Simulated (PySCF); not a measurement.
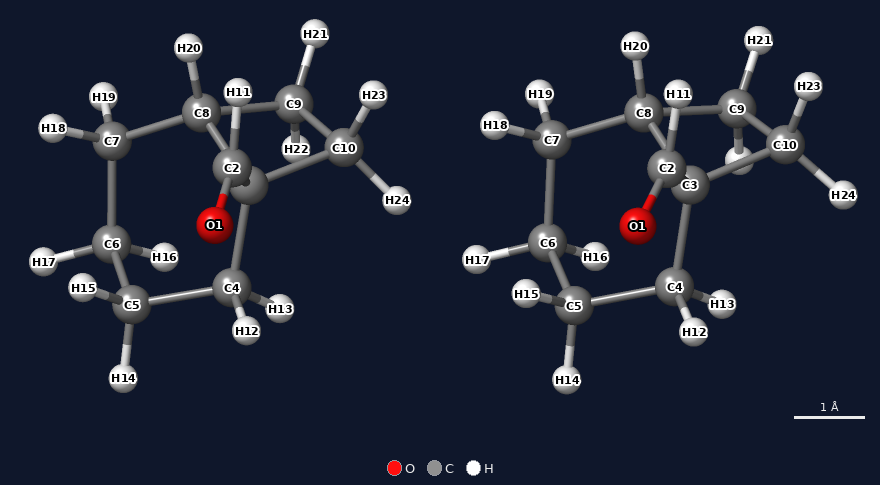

Two geometries of C9H14O, drawn at one scale. One is the start of a relaxation, the other its converged end. Style: ball-and-stick. Shown from a free direction.

Theory: PBE0-D3(BJ)/def2-SVP geometry optimisation, gas phase in PySCF. 

> Which of the two is the end point?

The right one is the relaxed one. The start comes from GFN2-xTB. O1 moves most after the best rigid fit: 0.25 Å. By element the largest moves are O 0.25 Å, H 0.19 Å, C 0.08 Å. Near-neighbour distances that change, for instance: C2–H11 1.111 → 1.125 Å, C6–H16 1.092 → 1.105 Å, C10–H23 1.089 → 1.102 Å, C3–C8 1.556 → 1.564 Å. Bond angles that change, for instance: C7–C8–C9 120.2° → 122.6°. Over 7 geometry steps the energy falls by 6.93 kJ/mol. The largest force component goes from 0.62 to 0.015 eV/Å.
